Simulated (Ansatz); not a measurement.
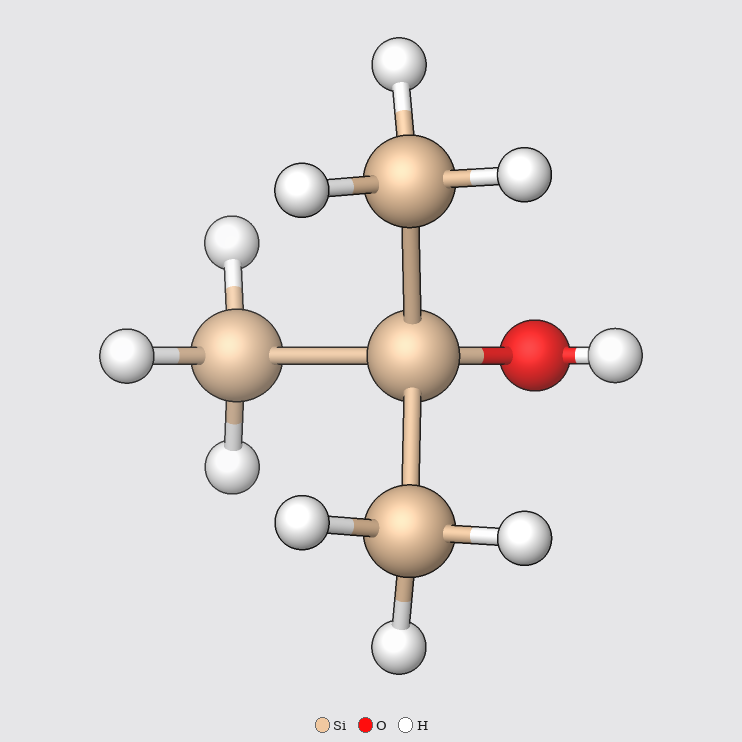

Every bond is drawn as one stick, whatever its order.

The computed structure is the end point of a PBE0-D4/def2-TZVP optimisation.

What is the molecular formula?

H10OSi4, 15 atoms: 10 hydrogen, 1 oxygen and 4 silicon.

What is the point group of this geometry?

Cs.

How many sets of symmetry-equivalent atoms are there?

10: 1 Si, 2 Si, 1 Si, 1 O, 2 H, 2 H, 2 H, 2 H, 1 H, 1 H.

How many bonds of each kind are drawn?

9 Si–H, 3 Si–Si, 1 O–Si, 1 O–H. Sticks follow a distance rule.

More results for the same structure follow; atom numbers are the same in all pictures, views and colours differ.

## Shape

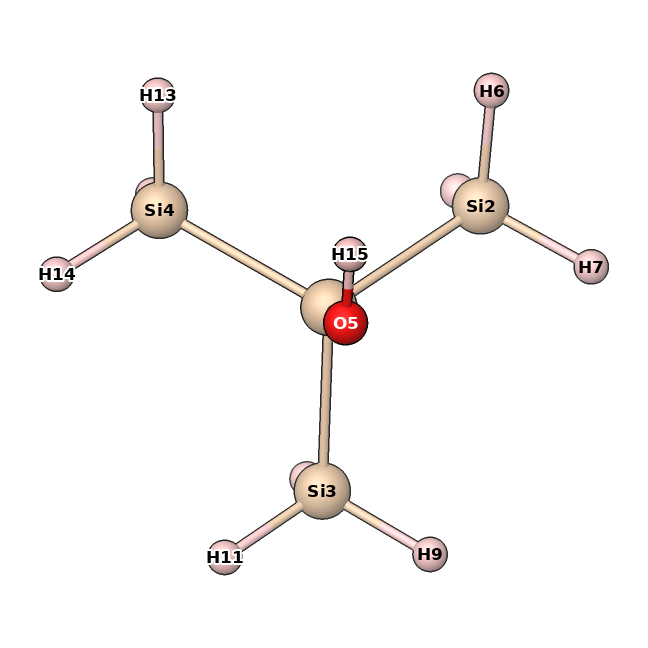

Si1 lies behind O5. The molecule seen nearly along the O5–Si1 bond, O5 in front. Atoms fade into the background with distance from the viewer.

What is the torsion angle H15–O5–Si1–Si2? The sign is positive where the front bond must turn clockwise to cover the back bond.

60°, synclinal (gauche).

## Vibrations

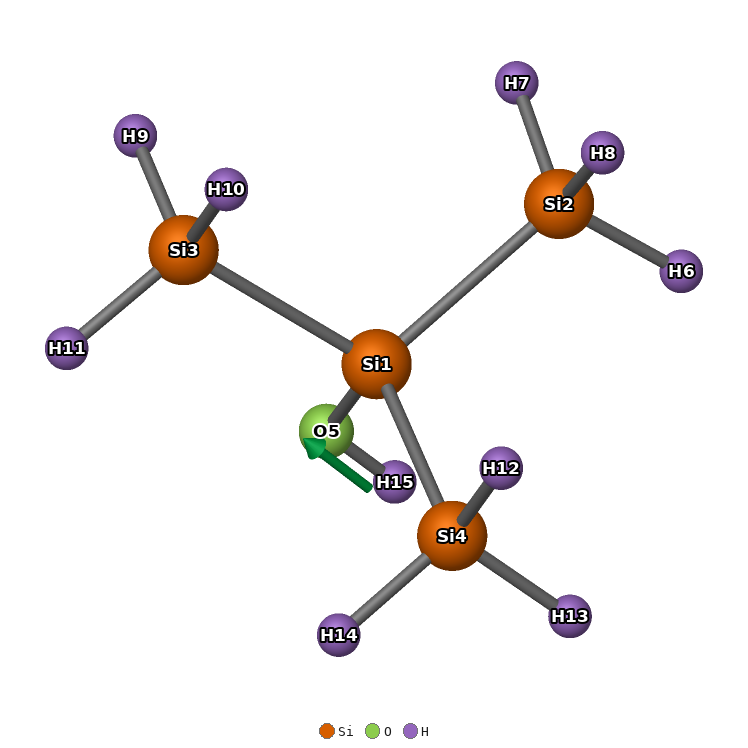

The arrows show one normal mode. Harmonic vibrations computed with RKS PBE0-D4/def2-TZVP (Ansatz 0.2.0) at a stationary point of the same level.

Describe the motion.

Mostly O–H stretching.

Estimate its harmonic wavenumber.

3907 cm⁻¹; it is mode 39 of 39 counted from the lowest.

## Thermal motion

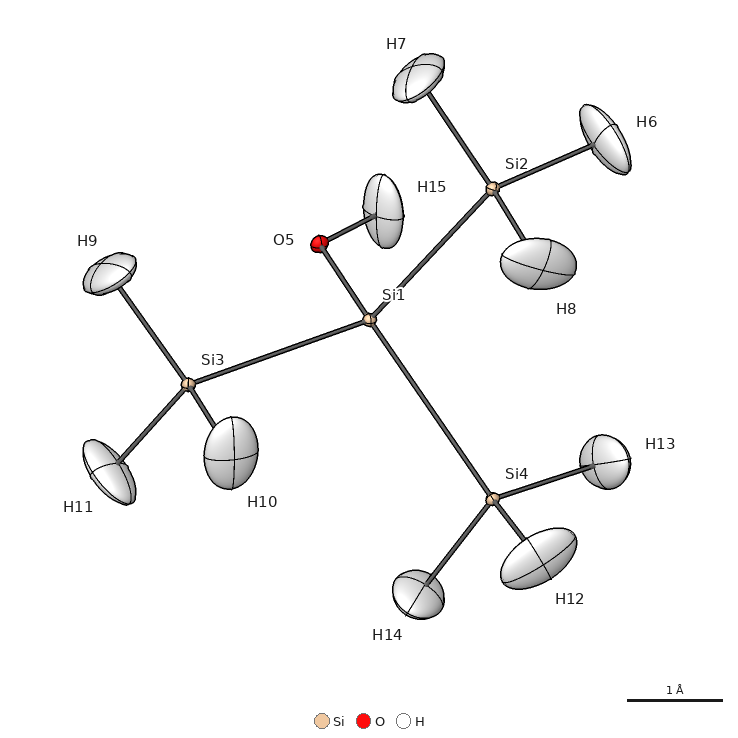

Displacement ellipsoids at the 50 % level, from the internal vibrations of the free molecule (harmonic, no overall translation or rotation; no half-axis is drawn under 0.075 Å). Vibrations computed with RKS PBE0-D4/def2-TZVP (Ansatz 0.2.0). Temperature: 0 K (zero-point motion alone).

List U_eq and the three principal root-mean-square amplitudes for each kind of atom.

```json
{"atom": "Si1", "U_eq (Å²)": "0.0016", "rms amplitudes (Å)": "0.038, 0.039, 0.044"}
{"atom": "Si2, Si4", "U_eq (Å²)": "0.0019", "rms amplitudes (Å)": "0.032, 0.047, 0.049"}
{"atom": "Si3", "U_eq (Å²)": "0.0019", "rms amplitudes (Å)": "0.032, 0.048, 0.050"}
{"atom": "O5", "U_eq (Å²)": "0.0036", "rms amplitudes (Å)": "0.049, 0.063, 0.066"}
{"atom": "H6, H13", "U_eq (Å²)": "0.0421", "rms amplitudes (Å)": "0.097, 0.187, 0.286"}
{"atom": "H7, H14", "U_eq (Å²)": "0.0404", "rms amplitudes (Å)": "0.097, 0.187, 0.277"}
{"atom": "H8, H12", "U_eq (Å²)": "0.0434", "rms amplitudes (Å)": "0.091, 0.192, 0.292"}
{"atom": "H9, H11", "U_eq (Å²)": "0.0396", "rms amplitudes (Å)": "0.097, 0.186, 0.274"}
{"atom": "H10", "U_eq (Å²)": "0.0413", "rms amplitudes (Å)": "0.091, 0.189, 0.282"}
{"atom": "H15", "U_eq (Å²)": "0.0385", "rms amplitudes (Å)": "0.085, 0.162, 0.287"}
```

## Dipole moment

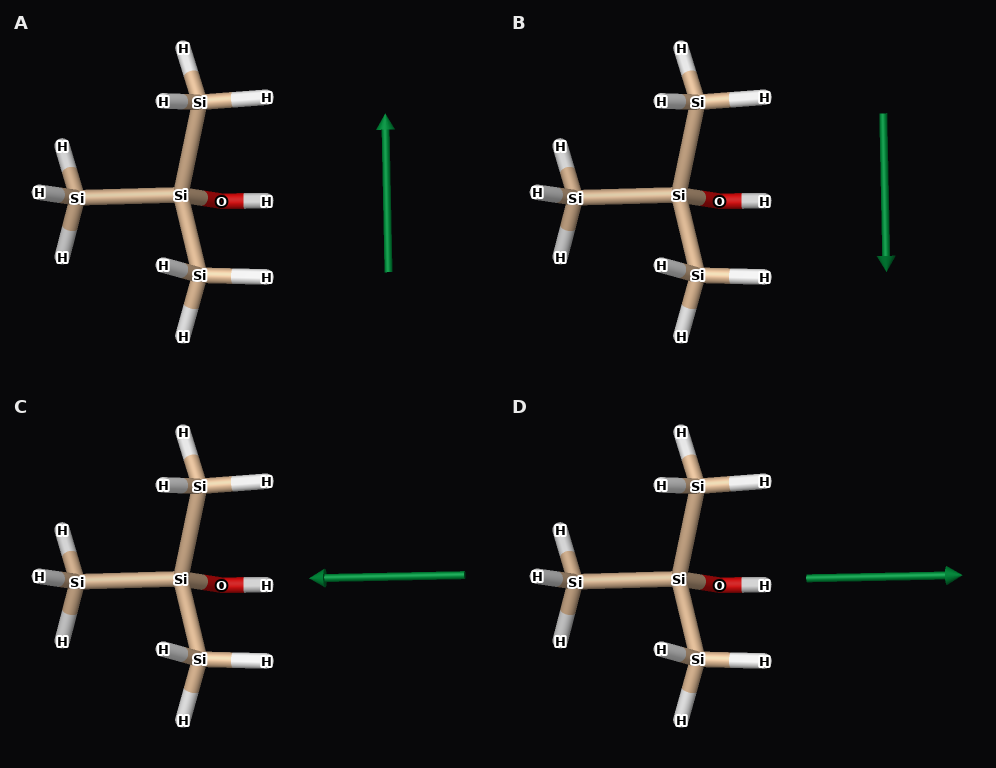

The same molecule four times, each with an arrow. Properties computed with RKS PBE0-D4/def2-TZVP (Ansatz 0.2.0).

Which arrow points along the dipole moment, from the negative to the positive end?

D. The dipole moment is 1.10 D.

## Electronic properties

Properties computed with CCSD(T)/CBS estimate, frozen core: MP2 correlation extrapolated from def2-TZVPP and def2-QZVPP, CCSD(T) minus MP2 from the smaller set (Ansatz 0.2.0).

Give the T1 diagnostic at this level.

0.014.
